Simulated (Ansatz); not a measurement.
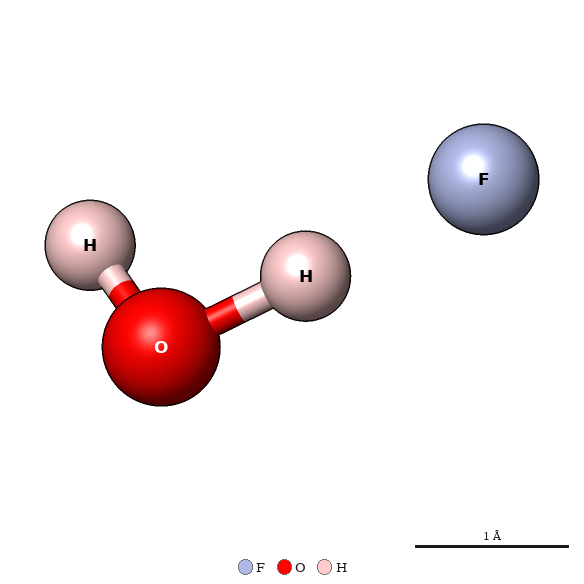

The picture comes from a calculation with Ansatz.

Ball-and-stick drawing of a structure.

Charge −1, singlet.

**Which formula does it have?**

FH2O(-), 4 atoms: 1 fluorine, 2 hydrogen and 1 oxygen. Judged by distances it falls into 2 fragments: F, H2O.

**Write the SMILES.**

O.[F-]
